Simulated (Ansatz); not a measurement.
A periodic structure is given below.

```
CELL_PARAMETERS angstrom
-5.27735 -5.27735 0.00000
0.00000 -5.27735 5.27735
-5.27735 0.00000 5.27735
ATOMIC_POSITIONS crystal
Cu 0.33684 0.00000 0.00000
Cu 0.99650 0.00000 0.00000
Cu 0.66667 0.32983 0.00000
Cu 0.33684 0.32983 0.00000
Cu 0.00001 0.33335 0.99996
Cu 0.66667 0.67017 0.00000
Cu 0.33332 0.66665 0.00004
Cu 0.99650 0.67017 0.00000
Cu 0.66667 0.00000 0.32983
Cu 0.33684 0.00000 0.32983
Cu 0.00001 0.99996 0.33335
Cu 0.66663 0.33335 0.33335
Cu 0.33397 0.33269 0.33269
Cu 0.00001 0.33335 0.33335
Cu 0.66667 0.67017 0.32983
Cu 0.33397 0.66731 0.33269
Cu 0.99936 0.66731 0.33269
Cu 0.66667 0.00000 0.67017
Cu 0.33332 0.00004 0.66665
Cu 0.99650 0.00000 0.67017
Cu 0.66667 0.32983 0.67017
Cu 0.33397 0.33269 0.66731
Cu 0.99936 0.33269 0.66731
Cu 0.66671 0.66665 0.66665
Cu 0.33332 0.66665 0.66665
Cu 0.99936 0.66731 0.66731
```

**What does this file describe?**

The element is copper. The structure has Fm-3m (No. 225) symmetry and a face-centred cubic lattice. The cell holds 26 atoms. Cu takes three kinds of site: twelve a cell with eleven Cu at 2.46 to 2.54 Å; eight a cell with twelve Cu in a cuboctahedral arrangement at 2.49 to 2.50 Å; six a cell with twelve Cu in a cuboctahedral arrangement at 2.48 to 2.50 Å. The bonds build a three-dimensional framework.

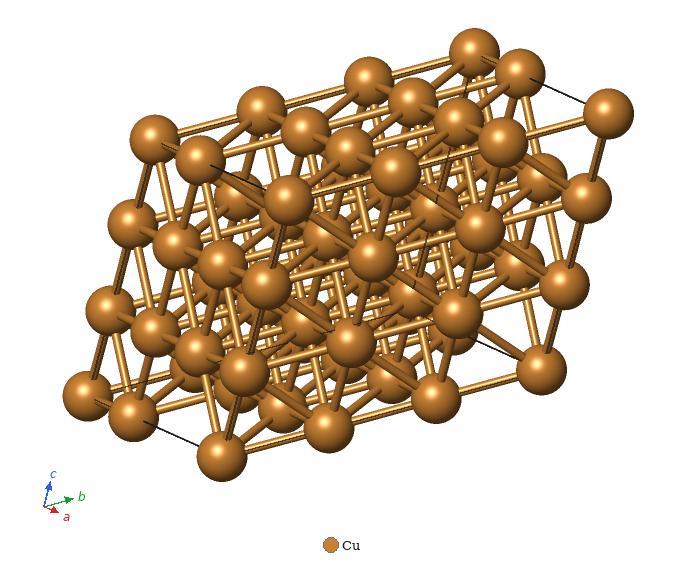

Drawn in the ball-and-stick manner and seen slightly off an axis. The wireframe shows the simulation cell. Colours: copper orange.

The structure comes from a structure listed in the Materials Project, repeated into a supercell with a point defect put in. The atoms were relaxed in a fixed cell with DFT LDA, scalar-relativistic, plane waves, PAW in Ansatz.
